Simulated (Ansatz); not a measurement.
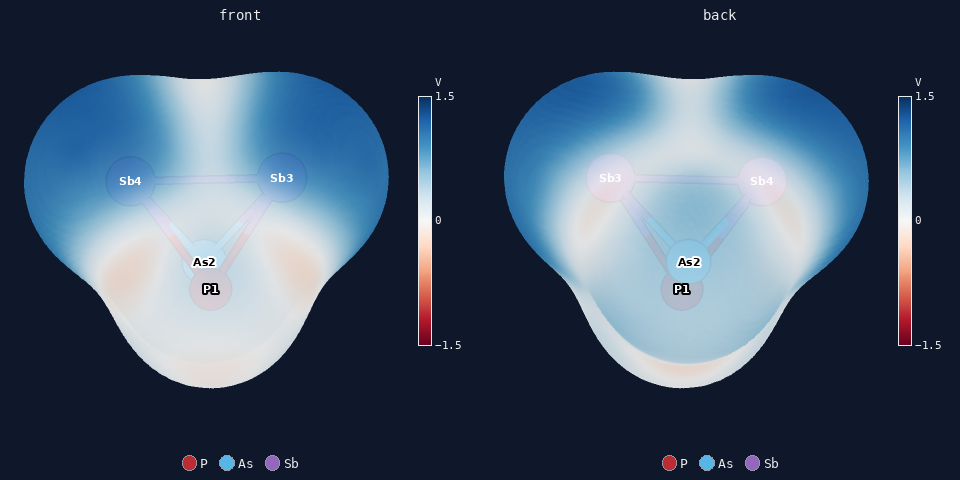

*AsPSb$_{2}$ (PAsSbSb tetrahedron). The electrostatic potential painted on the density surface at 0.004 e/bohr³, seen from the front and from behind; the colour scale runs from red (negative) to blue (positive).*

Geometry: PBE0-D4/def2-SVP; core potentials replace the inner electrons of Sb.

Level of theory: RKS PBE0-D4/def2-TZVP in Ansatz 0.2.0.

The calculation's input:

```
crystal:
  periodic: [false, false, false]
  atoms:
    - {symbol: P, position_ang: [-1.291336, 0.377077, -0.548515]}
    - {symbol: As, position_ang: [-0.346280, -0.979687, 1.115952]}
    - {symbol: Sb, position_ang: [0.742874, 1.363725, 0.625411]}
    - {symbol: Sb, position_ang: [0.894742, -0.761115, -1.192848]}
basis:
  gaussian: {orbitals: def2-TZVP, initial_orbitals: start.molden}
hamiltonian: {xc: pbe0, dispersion: d4}
scf: {omitted_lower_state_checks: [starts]}
output: {orbitals: {seedname: orbitals}}
```

Command:

```sh
ansatz run in.yaml --threads 4 --pin off --events-out ev --progress --plain --max-ram 3916MiB
```

Describe the electrostatic potential map.

The most negative region (about −0.2 V) lies over P1, the most positive (about +1.2 V) over Sb3 and Sb4.
